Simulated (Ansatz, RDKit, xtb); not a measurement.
# Isomers of C2H11NO2Si2, a sample narrowed down, part 2 of 2

Which of a sample of isomers of C2H11NO2Si2 is the most stable in the gas at 298.15 K, and what are its properties? The sample is small against all isomers, and the most stable one of this formula need not be in it.

xtb, Ansatz and PySCF; isolated molecules.

## Step 10: c645b at MP2/def2-TZVPP

Input file input.yaml:

```yaml
crystal:
  periodic: [false, false, false]
  atoms:
    - {symbol: C, position_ang: [-0.820991, -2.692112, -2.193969]}
    - {symbol: C, position_ang: [2.010085, -0.087303, -0.951491]}
    - {symbol: N, position_ang: [-0.735936, -0.167653, 0.930245]}
    - {symbol: O, position_ang: [-1.003755, -1.680610, -1.227023]}
    - {symbol: O, position_ang: [1.553373, -1.246458, -0.286333]}
    - {symbol: Si, position_ang: [-0.033838, -1.516001, 0.112791]}
    - {symbol: Si, position_ang: [-0.208916, 0.605013, 2.398682]}
    - {symbol: H, position_ang: [-1.511788, -2.507653, -3.031153]}
    - {symbol: H, position_ang: [0.210822, -2.701816, -2.591443]}
    - {symbol: H, position_ang: [-1.040094, -3.695484, -1.783626]}
    - {symbol: H, position_ang: [0.029105, -2.770159, 0.901560]}
    - {symbol: H, position_ang: [-1.580939, 0.185618, 0.482649]}
    - {symbol: H, position_ang: [0.983895, -0.151330, 2.878768]}
    - {symbol: H, position_ang: [-1.265271, 0.588557, 3.457573]}
    - {symbol: H, position_ang: [0.178808, 2.034303, 2.178950]}
    - {symbol: H, position_ang: [1.530736, 0.828596, -0.559026]}
    - {symbol: H, position_ang: [3.098091, -0.000988, -0.805614]}
    - {symbol: H, position_ang: [1.809052, -0.139725, -2.037022]}
basis:
  gaussian:
    orbitals: def2-TZVPP
correlation:
  method: mp2
  frozen_orbitals: {H: 0, O: 1, C: 1, Si: 5, "N": 1}
```

Run with:

```
$ ansatz run input.yaml --threads 2 --pin off --max-ram 5220MiB --events-out events.jsonl --progress --plain --runs-dir runs
```

The log of the run:

```text
Warning: RAYON_NUM_THREADS=2 ignored (pool sized by the plan → 2); use --threads N
Functional definition: HF
  name "HF"
  exchange = exact_x
  correlation = 0
2299 factors; integrals over basis functions are off by at most 1.2e-3 eV
mean field evaluation 1: about -23516.7954 eV, gradient 5.3e1 eV
mean field evaluation 2: about -23517.2243 eV, gradient 5.4e1 eV
mean field evaluation 4: about -23523.2529 eV, gradient 5.2e0 eV
mean field evaluation 8: about -23523.3469 eV, gradient 3.0e-1 eV
mean field -23523.34718225 eV, -864.4670642503 hartree, gradient 2.4e-6 eV, S^2 0.000000; 0 other end points of the search recorded, 0 dependent functions left out
15 core orbitals not correlated: weight in the atoms' cores, before any rotation towards them, 1.000 or more for the frozen orbitals, at most 0.000 for the correlated occupied ones
reference -23523.34718225 eV, -864.4670642503 hartree; 22, 22 occupied and 356, 356 virtual orbitals, 2299 factors
second order -34.79687081 eV of doubles, -0.00000000 eV of singles
Total energy: -23558.14405306 eV, -865.7458256664 hartree
```

It took 20 s on 2 threads of Intel Xeon at 2.70GHz, shared host; peak memory 1.6 GiB.

## Step 11: c844c at CCSD(T)/def2-SVP

Input file input.yaml:

```yaml
crystal:
  periodic: [false, false, false]
  atoms:
    - {symbol: C, position_ang: [-2.810376, -0.947981, 3.853240]}
    - {symbol: C, position_ang: [2.586035, 0.999113, -1.668447]}
    - {symbol: N, position_ang: [-0.406766, 1.021700, 1.154463]}
    - {symbol: O, position_ang: [-2.255643, -0.319159, 2.722196]}
    - {symbol: O, position_ang: [1.818230, 1.099415, -0.492548]}
    - {symbol: Si, position_ang: [-0.648125, 0.102569, 2.597042]}
    - {symbol: Si, position_ang: [0.269167, 0.502051, -0.347938]}
    - {symbol: H, position_ang: [-2.610369, -0.383797, 4.785055]}
    - {symbol: H, position_ang: [-3.901928, -1.011476, 3.722315]}
    - {symbol: H, position_ang: [-2.423490, -1.976459, 3.986826]}
    - {symbol: H, position_ang: [-0.290223, 0.914986, 3.801578]}
    - {symbol: H, position_ang: [0.211637, -1.114169, 2.509921]}
    - {symbol: H, position_ang: [-0.707077, 1.994937, 1.193431]}
    - {symbol: H, position_ang: [0.271769, -0.990319, -0.347696]}
    - {symbol: H, position_ang: [-0.531423, 1.026201, -1.498481]}
    - {symbol: H, position_ang: [3.508057, 1.587216, -1.539603]}
    - {symbol: H, position_ang: [2.877110, -0.046652, -1.884594]}
    - {symbol: H, position_ang: [2.049459, 1.394292, -2.553007]}
basis:
  gaussian:
    orbitals: def2-SVP
correlation:
  method: ccsd_t
  frozen_orbitals: {H: 0, O: 1, C: 1, Si: 5, "N": 1}
```

Run with:

```
$ ansatz run input.yaml --threads 2 --pin off --max-ram 5220MiB --events-out events.jsonl --progress --plain --runs-dir runs
```

The log of the run (excerpt; [...] marks lines left out):

```text
Warning: RAYON_NUM_THREADS=2 ignored (pool sized by the plan → 2); use --threads N
Functional definition: HF
  name "HF"
[...]
1592 factors; integrals over basis functions are off by at most 1.6e-3 eV
[...]
mean field -23507.93225188 eV, -863.9005760077 hartree, gradient 1.8e-6 eV, S^2 0.000000; 0 other end points of the search recorded, 0 dependent functions left out
15 core orbitals not correlated: weight in the atoms' cores, before any rotation towards them, 1.000 or more for the frozen orbitals, at most 0.000 for the correlated occupied ones
reference -23507.93225188 eV, -863.9005760077 hartree; 22, 22 occupied and 124, 124 virtual orbitals, 1592 factors
second order -27.58026912 eV of doubles, -0.00000000 eV of singles
cycle   1  -28.75087437 eV  change    -1.2e0 eV  update   1.2e-1
[...]
cycle   9  -29.69908484 eV  change   -5.2e-6 eV  update   1.5e-5
perturbative correction -0.74683253 eV, -0.0274455894 hartree
Total energy: -23538.37816926 eV, -865.0194428344 hartree
```

It took 63 s on 2 threads of Intel Xeon at 2.70GHz, shared host; peak memory 1.6 GiB.

## Step 12: The ranking

Energies in kcal/mol from c645b; G adds the thermal terms to the CCSD(T)/def2-SVP + MP2/def2-TZVPP - MP2/def2-SVP energy. The columns left of the relaxed level are at the tight-binding geometries.

```csv
label,SMILES,spin,GFN2-xTB,HF/STO-3G,r2SCAN-D4/def2-SVP,"r2SCAN-D4/def2-SVP, relaxed",HF/def2-SVP,MP2/def2-SVP,CCSD(T)/def2-SVP + MP2/def2-TZVPP - MP2/def2-SVP,G,share at equilibrium,T1
c645b,CO[SiH](N[SiH3])OC,singlet,0.0,0.0,0.0,0.0,0.0,0.0,0.0,0.0,99.9 %,0.011
c844c,CO[SiH2]N[SiH2]OC,singlet,-4.6,4.1,6.1,4.7,3.9,4.4,3.9,4.1,0.1 %,0.011
```

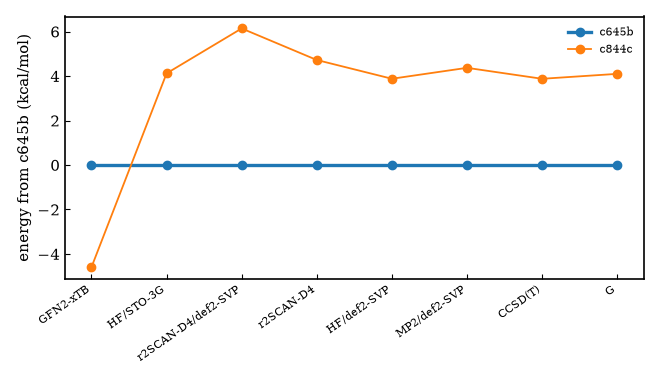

The finalists at each level, measured from c645b.

Lowest found: c645b, `CO[SiH](N[SiH3])OC`, a singlet. Some bond lengths: C1–O4 1.411 Å, C2–O5 1.412 Å, N3–Si6 1.726 Å, O4–Si6 1.662 Å, O5–Si6 1.659 Å, N3–Si7 1.741 Å, C1–H8 1.101 Å, C1–H9 1.106 Å, C1–H10 1.106 Å, Si6–H11 1.483 Å, N3–H12 1.019 Å, Si7–H13 1.492 Å, Si7–H14 1.496 Å, Si7–H15 1.497 Å, C2–H16 1.106 Å, C2–H17 1.101 Å. Some angles: C1–O4–Si6 123.2°, C2–O5–Si6 123.8°, N3–Si6–O4 102.8°, N3–Si6–O5 112.1°, O4–Si6–O5 112.4°, Si6–N3–Si7 128.5°, O4–C1–H8 108.6°, O4–C1–H9 111.9°, O4–C1–H10 111.7°, O5–C2–H16 111.9°.

```xyz
18

C    -0.8210   -2.6921   -2.1940
C     2.0101   -0.0873   -0.9515
N    -0.7359   -0.1677    0.9302
O    -1.0038   -1.6806   -1.2270
O     1.5534   -1.2465   -0.2863
Si   -0.0338   -1.5160    0.1128
Si   -0.2089    0.6050    2.3987
H    -1.5118   -2.5077   -3.0312
H     0.2108   -2.7018   -2.5914
H    -1.0401   -3.6955   -1.7836
H     0.0291   -2.7702    0.9016
H    -1.5809    0.1856    0.4826
H     0.9839   -0.1513    2.8788
H    -1.2653    0.5886    3.4576
H     0.1788    2.0343    2.1789
H     1.5307    0.8286   -0.5590
H     3.0981   -0.0010   -0.8056
H     1.8091   -0.1397   -2.0370
```

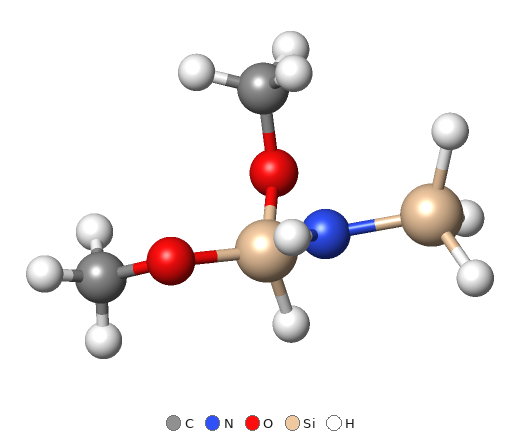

The lowest structure found, seen from a chosen angle (carbon grey, nitrogen blue, oxygen red, silicon light orange, hydrogen white).

## Step 13: Outcome

The summary covers parts 1 to 2.

| quantity | value |
| --- | --- |
| lowest structure found | CO[SiH](N[SiH3])OC, singlet |
| next finalist | CO[SiH2]N[SiH2]OC, singlet, 4.1 kcal/mol higher in G |
| share at equilibrium, among the finalists | 99.9 % |
| funnel | 12 starts, 11 minima at GFN2-xTB from these starts (13 with those found later), 6 screening runs, 3 relaxed, 2 ranked |
| CPU time of all runs | 26 min |

**Reading.** `CO[SiH](N[SiH3])OC` comes out lowest. Among the finalists first place is clear (4.1 kcal/mol); structures outside the list aren't covered. With 3 minima in the window unscreened, the next finalist need not be the second lowest, and margin and share hold for the finalists alone. HF/STO-3G, r2SCAN-D4/def2-SVP, r2SCAN-D4/def2-SVP, relaxed, HF/def2-SVP and MP2/def2-SVP already put its bonding pattern lowest among the structures in one piece; GFN2-xTB favours the singlet CO[SiH2]N[SiH2]OC. The largest share of the time went into the relaxations (76 % of the CPU time that the search's summary counts). 3 minima inside the window were never screened. The search is not exhaustive (a finite list of starts, one conformer a finalist), so a lower isomer can't be ruled out. Only 3 drawn patterns were tried, so whole families of isomers are missing, and the result ranks only the part of this sample that was screened. The lowest isomer need not be the one that is made and kept in a bottle, which depends on barriers.
